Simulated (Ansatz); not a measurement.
# BH3O (BH2(OH)) at 6 levels

Aim: a comparison of 6 runs (UPBE0/STO-3G, MP2/STO-3G, UMP2/STO-3G, CCSDT(Q)/STO-3G, CCSDT/STO-3G, UCCSD(T)/STO-3G) of BH3O (BH2(OH)). 

Program for the calculation: Ansatz 0.2.0.

45 further runs of the same task are left out: 1 that didn't finish, 44 set aside as unsound or not needed.

### Step 1. The molecule

BH3O has 5 atoms, charge 0, and is taken as a singlet. SMILES: `[H]B([H])O`. The O4–B1 distance was set to 3.313 Å, away from the relaxed value. At this shape a bond of the SMILES string is far longer than usual.

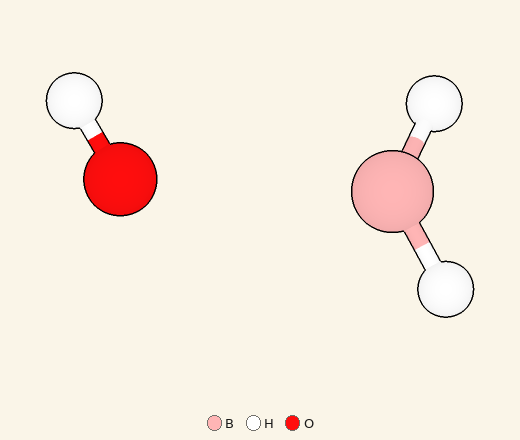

The structure, seen from a chosen angle (boron pink, hydrogen white, oxygen red).

### Step 2. The energy at UPBE0/STO-3G (run 1)

File job.yaml:

```yaml
crystal:
  periodic: [false, false, false]
  atoms:
    - {symbol: B, position_ang: [0.916549, 2.134232, -0.532981]}
    - {symbol: H, position_ang: [2.049129, 2.221792, -0.820091]}
    - {symbol: H, position_ang: [0.212669, 3.083112, -0.505181]}
    - {symbol: O, position_ang: [-0.159420, -0.918700, 0.174490]}
    - {symbol: H, position_ang: [-1.082200, -1.025180, 0.410320]}
basis:
  gaussian:
    orbitals: STO-3G
magnetization:
  spin_polarized: true
  initial_magnetization: 0
hamiltonian:
  xc: {name: PBE0}
accuracy: high
```

Run with:

```console
ansatz run job.yaml --threads 1 --pin off --max-ram 2610MiB --events-out events.jsonl --progress --plain --runs-dir runs
```

Log:

```text
Warning: RAYON_NUM_THREADS=1 ignored (pool sized by the plan → 1); use --threads N
Functional definition: PBE0
  name "PBE0"
  parameter a = 0.25
  parameter kappa = 0.804
  parameter beta = 0.06672455060314922
  exchange = (1 - a)*pbe_x(kappa = kappa, mu = beta*pi^2/3) + a*exact_x
  correlation = pbe_c(beta = beta)
194 factors; integrals over basis functions are off by at most 2.3e-8 eV
mean field evaluation 1: about -2711.2440 eV, gradient 2.1e1 eV
mean field evaluation 2: about -2580.0159 eV, gradient 6.7e1 eV
mean field evaluation 4: about -2713.2691 eV, gradient 1.6e1 eV
mean field evaluation 8: about -2716.4715 eV, gradient 2.3e1 eV
mean field evaluation 16: about -2723.5799 eV, gradient 3.9e0 eV
mean field evaluation 32: about -2724.9064 eV, gradient 5.5e-2 eV
mean field -2724.90647541 eV, -100.1384659634 hartree, gradient 2.5e-8 eV, S^2 0.988960; 4 other end points of the search recorded, 0 dependent functions left out
reference -2724.90647689 eV, -100.1384660177 hartree; 8, 8 occupied and 5, 5 virtual orbitals, 194 factors
Total energy: -2724.90647689 eV, -100.1384660177 hartree
```

It took 4.8 s on 1 thread of Arm Neoverse V1, shared host; peak memory 0.11 GiB.

### Step 3. The energy at MP2/STO-3G (run 2)

File in.yaml:

```yaml
crystal:
  periodic: [false, false, false]
  atoms:
    - {symbol: B, position_ang: [0.916549, 2.134232, -0.532981]}
    - {symbol: H, position_ang: [2.049129, 2.221792, -0.820091]}
    - {symbol: H, position_ang: [0.212669, 3.083112, -0.505181]}
    - {symbol: O, position_ang: [-0.159420, -0.918700, 0.174490]}
    - {symbol: H, position_ang: [-1.082200, -1.025180, 0.410320]}
basis:
  gaussian:
    orbitals: STO-3G
accuracy: high
correlation:
  method: mp2
  frozen_orbitals: {B: 1, H: 0, O: 1}
```

Run with:

```console
ansatz run in.yaml --threads 1 --pin off --max-ram 2610MiB --events-out events.jsonl --progress --plain --runs-dir runs
```

Log, cut to the lines that bear on the results:

```text
Warning: RAYON_NUM_THREADS=1 ignored (pool sized by the plan → 1); use --threads N
Functional definition: HF
  name "HF"
[...]
194 factors; integrals over basis functions are off by at most 2.3e-8 eV
[...]
mean field -2708.13165959 eV, -99.5220028525 hartree, gradient 1.9e-8 eV, S^2 0.000000; 4 other end points of the search recorded, 0 dependent functions left out; unrestricted orbitals would lower it
[...]
unrestricted determinant -2714.92172408 eV, -99.7715331201 hartree, S^2 1.0022
2 core orbitals not correlated: weight in the atoms' cores, before any rotation towards them, 1.000 or more for the frozen orbitals, at most 0.000 for the correlated occupied ones
reference -2708.13165959 eV, -99.5220028525 hartree; 6, 6 occupied and 5, 5 virtual orbitals, 194 factors
second order -6.59556944 eV of doubles, -0.00000000 eV of singles
WARN: the method's energy lies above the unrestricted determinant's, so it is not that of the lowest state
Total energy: -2714.72722903 eV, -99.7643855587 hartree
```

Run time: 0.1 s. Hardware: 1 thread of Arm Neoverse V1, shared host.

Runs 3 to 5 aren't shown in full; the table further down has their settings and results.

### Step 4. The energy at UCCSD(T)/STO-3G (run 6)

Changes to job.yaml since step 2:

```diff
@@ -1 +1,4 @@
+basis:
+  gaussian:
+    orbitals: STO-3G
 crystal:
@@ -8,5 +11,2 @@
     - {symbol: H, position_ang: [-1.082200, -1.025180, 0.410320]}
-basis:
-  gaussian:
-    orbitals: STO-3G
 magnetization:
@@ -14,4 +14,7 @@
   initial_magnetization: 0
-hamiltonian:
-  xc: {name: PBE0}
+correlation:
+  method: ccsd_t
+  frozen_orbitals: {B: 1, H: 0, O: 1}
 accuracy: high
+scf:
+  omitted_lower_state_checks: [cluster_reference, increment]
```

Run with:

```console
ansatz run job.yaml --threads 1 --pin off --max-ram 2610MiB --events-out events.jsonl --progress --plain --runs-dir runs
```

Log:

```text
Warning: RAYON_NUM_THREADS=1 ignored (pool sized by the plan → 1); use --threads N
[... 17 lines left out ...]
2 core orbitals not correlated: weight in the atoms' cores, before any rotation towards them, 1.000 or more for the frozen orbitals, at most 0.000 for the correlated occupied ones
[... 254 lines left out ...]
Total energy: -2716.56762931 eV, -99.8320190214 hartree
Checks for a lower state left out: cluster_reference, increment
```

Wall time 0.62 s (1 thread of Arm Neoverse V1, shared host).

### Step 5. Overview of the runs

| run | level | frozen core orbitals | energy (Eh) | wall time |
| --- | --- | --- | --- | --- |
| 1 | UPBE0/STO-3G | – | -100.138466 | 4.8 s |
| 2 | MP2/STO-3G | 2 | -99.764386 | 0.1 s |
| 3 | UMP2/STO-3G | 2 | -99.810723 | 0.22 s |
| 4 | CCSDT(Q)/STO-3G | 2 | -99.832398 | 0.34 s |
| 5 | CCSDT/STO-3G | 2 | -99.832787 | 0.32 s |
| 6 | UCCSD(T)/STO-3G | 2 | -99.832019 | 0.62 s |

### Step 6. Summary of results

```
                                          quantity         value
                               run 6: total energy  -99.83202 Eh
run 6: correlation energy (2 core orbitals frozen)     -60.5 mEh
                             run 6: (T) correction     -0.23 mEh
          run 6: ⟨S²⟩ of the reference determinant         1.002
                              run 6: T1 diagnostic         0.004
```

What this shows: In runs 2, 4, 5 the log says that unrestricted orbitals would lower the reference, so the values rest on an unstable closed-shell determinant (other closed-shell runs at this shape may share the fault). In runs 1, 2, 3, 4, 5, 6 the basis is minimal, so the values are rough. Spin contamination of the reference: run 3 ⟨S²⟩ = 1.00, run 6 ⟨S²⟩ = 1.00, run 1 ⟨S²⟩ = 0.99. Where it is this large, the reference is a mixture of spin states, and values that rest on it are in doubt. All runs together took 6.4 s, the longest 4.8 s.
